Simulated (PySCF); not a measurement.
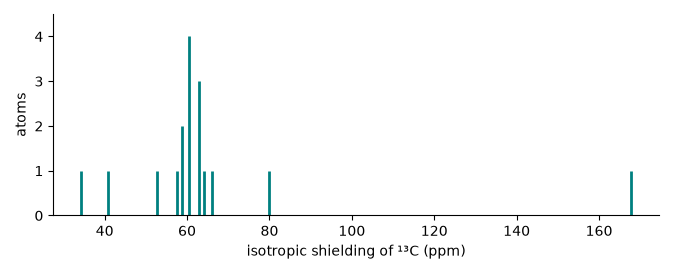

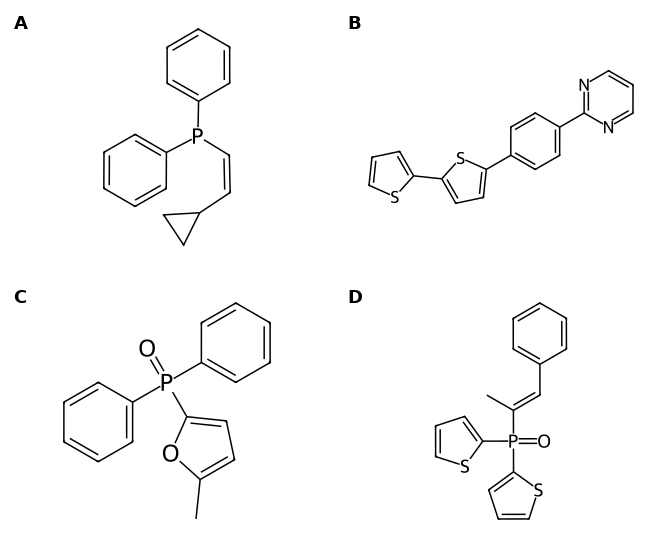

The sticks are computed shieldings of one of the molecules, for one fixed geometry (GFN2-xTB) without averaging over rotations. Low shielding means a high chemical shift. Method: GIAO KT3/pcSseg-1 NMR shielding, non-relativistic, gas phase (PySCF 2.14.0).

Which molecule gives this pattern?

C, `Cc1ccc(P(=O)(c2ccccc2)c2ccccc2)o1`. Its 17 C atoms give lines at 34.2, 40.8, 52.6, 57.5, 58.8 (2 atoms), 60.5 (4 atoms), 63.0 (3 atoms), 64.1, 66.0, 79.9, 167.8 ppm.

The geometry is semi-empirical. Around P such bond lengths and angles can be off by a tenth of an ångström or more and by several degrees, and values that hang on the shape move with them.
